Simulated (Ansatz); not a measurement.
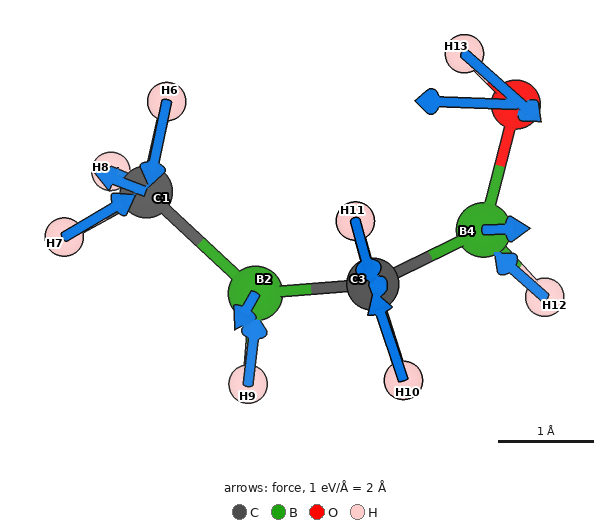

Starting geometry of C₂H₈B₂O with the computed forces as blue arrows. Style: ball-and-stick. Shown face on.

The start comes from PBE-D4/def2-SVP.

All numbers below come from RKS PBE0-D4/def2-TZVP in Ansatz. Settings: force threshold 0.005 eV/Å; at most 150 steps.

Is this structure relaxed? If not, where do the atoms go?

Answer. It isn't relaxed: the largest force vector, on the O atom, is 0.73 eV/Å. The final displacements have little in common with the starting forces (cosine between the two patterns 0.13). The energy falls by 4.63 kJ/mol in 13 accepted moves (14 points after the start). Largest force component: 0.58 eV/Å at the start, 0.0044 eV/Å at the end. The line search rejected the trial step at point 12 of the run. An H atom moves most after the best rigid fit: 0.29 Å. By element the largest moves are H 0.29 Å, O 0.20 Å, C 0.11 Å, B 0.04 Å. Among the contacts that change: B–H 1.223 → 1.203 Å, C–H 1.118 → 1.100 Å, H–O 0.976 → 0.962 Å, B–C 1.585 → 1.573 Å. Bond angles that change, for instance: B–C–B 104.6° → 107.9°, B–C–H 110.5° → 108.4°. The run took 49 s on 4 threads of Arm Neoverse V1, on a shared host.
